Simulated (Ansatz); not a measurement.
System: HfSi$_{3}$O$_{2}$.

```cif
data_structure
_symmetry_space_group_name_H-M 'P 1'
_symmetry_Int_Tables_number 1
_cell_length_a 10.6330
_cell_length_b 4.0235
_cell_length_c 7.0592
_cell_angle_alpha 90.000
_cell_angle_beta 129.421
_cell_angle_gamma 90.000
_cell_volume 233.30
loop_
_atom_site_label
_atom_site_type_symbol
_atom_site_fract_x
_atom_site_fract_y
_atom_site_fract_z
_atom_site_occupancy
Hf1 Hf 0.40851 0.00000 0.60625 1
Hf2 Hf 0.90851 0.50000 0.60625 1
Si1 Si 0.36928 0.00000 0.17915 1
Si2 Si 0.86928 0.50000 0.17915 1
Si3 Si 0.08969 0.00000 0.95528 1
Si4 Si 0.58969 0.50000 0.95528 1
Si5 Si 0.49098 0.50000 0.17968 1
Si6 Si 0.99098 0.00000 0.17968 1
O1 O 0.46032 0.50000 0.62472 1
O2 O 0.96032 0.00000 0.62472 1
O3 O 0.18121 0.00000 0.45493 1
O4 O 0.68121 0.50000 0.45493 1
```

Space group Cm; a structure from a database of computed crystals, not necessarily the ambient phase; a generated structure, not necessarily the stable one.

Method: DFT PBE, scalar-relativistic, plane waves, PAW (Ansatz).

### Predict the valence pseudo-density and electron localisation function between the atoms.

Si–O (1.70 Å): ρ at the midpoint is about 1 e/Å³; the ELF peaks at about 0.85 between the atoms.
Hf–O (1.92 Å): ρ at the midpoint is about 1.2 e/Å³; the ELF peaks at about 0.80 in the valence shell of O, 0.6 Å from its nucleus, and drops to about 0.20 between the two atoms; no localised pair shows between them.
Hf–Si (2.77 Å): ρ is about 0.37 e/Å³ halfway; the ELF peaks at about 0.95 in the valence shell of Si, 1.0 Å from its nucleus, and is about 0.70 at the midpoint.
Si–O (1.81 Å): the density is about 0.83 e/Å³ at the midpoint; the ELF peaks at about 0.80 between the atoms.
Bader's partition of the density gives Hf +2.06, Si −0.16 to +0.90 and O −1.48 to −1.42 e.

### How much charge does the calculation move between the atoms?

Electrons move from Hf towards O. Bader charges: Hf +2.06, Si −0.16 to +0.90 and O −1.48 to −1.42 e.

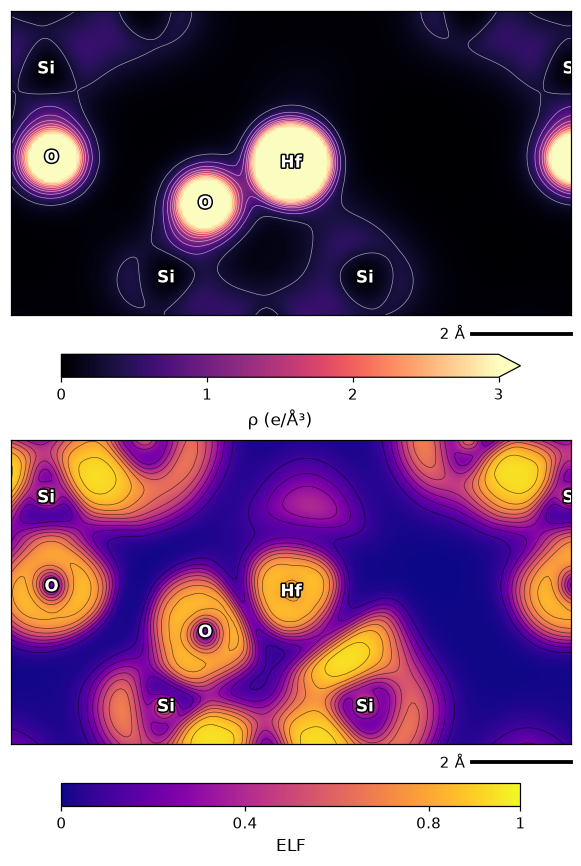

Computed valence pseudo-density and electron localisation function on the (010) plane of the conventional cell, in this order. 

Core electrons are frozen (PAW), and the valence fields are smoothed inside the atomic spheres.
